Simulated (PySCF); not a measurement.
C6H15ClSi2

| atom | x (Å) | y (Å) | z (Å) |
| --- | --- | --- | --- |
| C | -1.4487 | -0.1930 | -1.3493 |
| C | -2.0561 | -0.0943 | 0.0472 |
| C | -3.4077 | -0.8023 | 0.0925 |
| C | -1.1030 | -0.7004 | 1.0917 |
| C | 0.1573 | 0.0913 | 1.2027 |
| C | 1.3837 | -0.2770 | 0.8585 |
| Cl | 1.6767 | -1.8701 | 0.2063 |
| Si | 2.9551 | 0.7741 | 0.9074 |
| Si | 3.6480 | 1.1862 | -1.2611 |
| H | -1.2885 | -1.2349 | -1.6185 |
| H | -0.4911 | 0.3219 | -1.3901 |
| H | -2.1124 | 0.2535 | -2.0864 |
| H | -2.2063 | 0.9642 | 0.2903 |
| H | -3.8697 | -0.6937 | 1.0715 |
| H | -4.0803 | -0.3822 | -0.6523 |
| H | -3.2858 | -1.8635 | -0.1141 |
| H | -1.6030 | -0.7039 | 2.0645 |
| H | -0.8774 | -1.7320 | 0.8184 |
| H | 0.0459 | 1.0964 | 1.5890 |
| H | 2.5970 | 1.9749 | 1.6767 |
| H | 3.9163 | 0.0183 | 1.7198 |
| H | 3.9931 | -0.0308 | -1.9979 |
| H | 2.6110 | 1.8703 | -2.0413 |
| H | 4.8341 | 2.0469 | -1.2788 |

Geometry: GFN2-xTB.

Level of theory: PBE0/pcSseg-1, SCF density, gas phase, non-relativistic in PySCF.

What will maps of the electron density and electron localisation function show?

C–C (1.33 Å): ρ at the midpoint is about 2.3 e/Å³; the ELF peaks at about 0.95 between the atoms; a short, multiple covalent bond.
C–Cl (1.75 Å): ρ at the midpoint is about 1.4 e/Å³; the ELF peaks at about 0.90 between the atoms (a shared electron pair).
C–Si (1.89 Å): ρ at the midpoint is about 0.92 e/Å³; the ELF peaks at about 0.95 between the atoms; localised, covalent bonding.
C–H (1.08 Å): ρ is about 2 e/Å³ halfway; the ELF climbs to about 1 towards the hydrogen, as it does in any bond to H; an ordinary covalent bond to hydrogen.

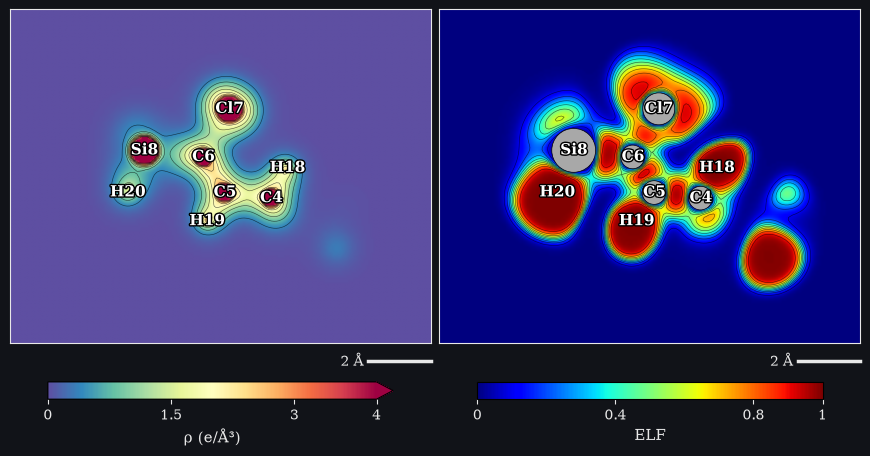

Computed electron density and electron localisation function on the plane of atoms C6, C5 and H19, in this order. Grey discs cover the atomic cores in the ELF map. 
